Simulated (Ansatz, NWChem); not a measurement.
## Predicting a hybrid from its neighbours: C4H6 (2-butyne)

C4H6: 10 atoms, total charge 0, spin state singlet. SMILES: `CC#CC`. Geometry: relaxed at PBE0-D4/def2-TZVP.

The electronic atomisation energy y, in eV, basis cc-pVDZ; a is the functional's share of exact exchange. Programs: Ansatz 0.2.0, NWChem 7.3.0.

| functional | program | a | y (eV) |
| --- | --- | --- | --- |
| TPSS | NWChem | 0 | 43.09 |
| PBE | Ansatz | 0 | 43.90 |
| B3LYP | Ansatz | 0.2 | 42.67 |
| PBE0 | Ansatz | 0.25 | ? |
| r2SCAN0 | Ansatz | 0.25 | 42.44 |
| BHLYP | Ansatz | 0.5 | 41.57 |

Fit y = c + s·a to the known rows and predict PBE0.


1. Means of the 5 rows: a = 0.1900, y = 42.734.
2. Σ(Δa)² = 0.172, Σ(Δa·Δy) = -0.6683, so the slope is -0.6683/0.172 = -3.8855.
3. Intercept: 42.734 − (-3.8855) × 0.1900 = 43.472. The largest residual of the fit is 0.43.
4. PBE0: 43.472 + (-3.8855) × 0.25 = 42.50 eV.

The run gave 43.21 eV, so the prediction is off by -0.71 eV, more than the scatter of the fit. The rows mix families of semi-local functionals, which the line can't see.

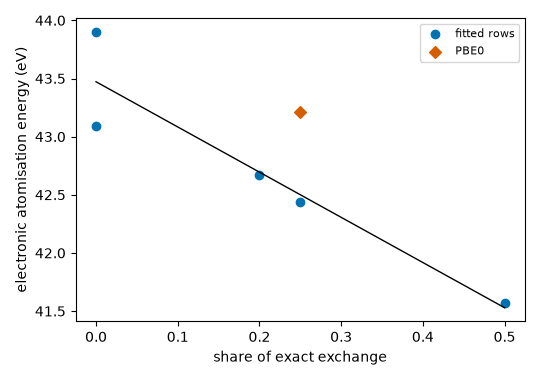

The fitted line, with the withheld row.
